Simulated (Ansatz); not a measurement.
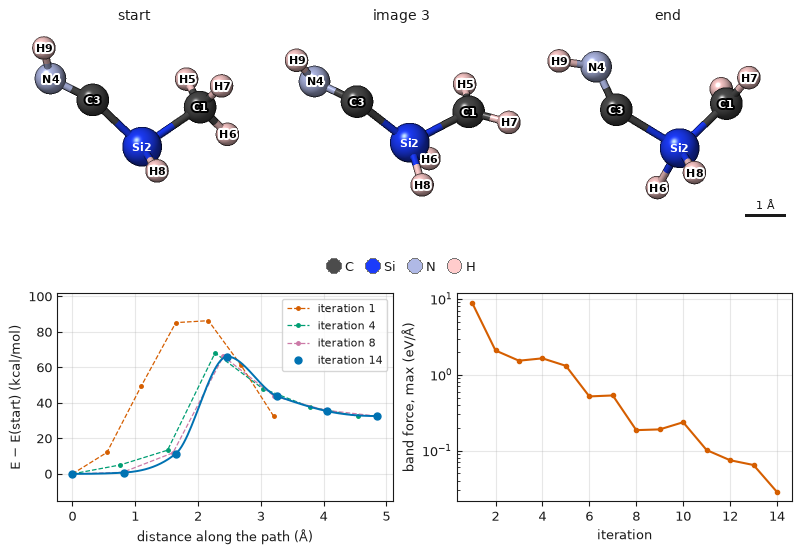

A search for the minimum-energy path of C₂H₅NSi by the nudged elastic band. Images are numbered from 0 (start) to 6 (end). The plot follows the band through its iterations. Style: ball-and-stick. Shown at a tilt.

All numbers below come from UKS B3LYP/cc-pVDZ in Ansatz 0.2.0. Set-up: 5 movable images; climbing image; force threshold 0.05 eV/Å; iteration limit 60; spring constant 50.0 eV/Å²; starting path through a guess of the saddle point.

### Did the band converge, and can the barrier be trusted?

The run is converged, with reservations. The band converged in 14 iterations. The largest component of the band force went from 8.9 to 0.028 eV/Å. The climbing image converged on the top of the path. Its curvatures weren't checked. The spring constant is far from the usual few eV/Å², which spoils the spacing or the steps. The first iteration put the highest image at 86.3 kcal/mol. Forward barrier 66.1 kcal/mol, backward barrier 33.5 kcal/mol, with image 3 at the top; the reaction energy is +32.6 kcal/mol.
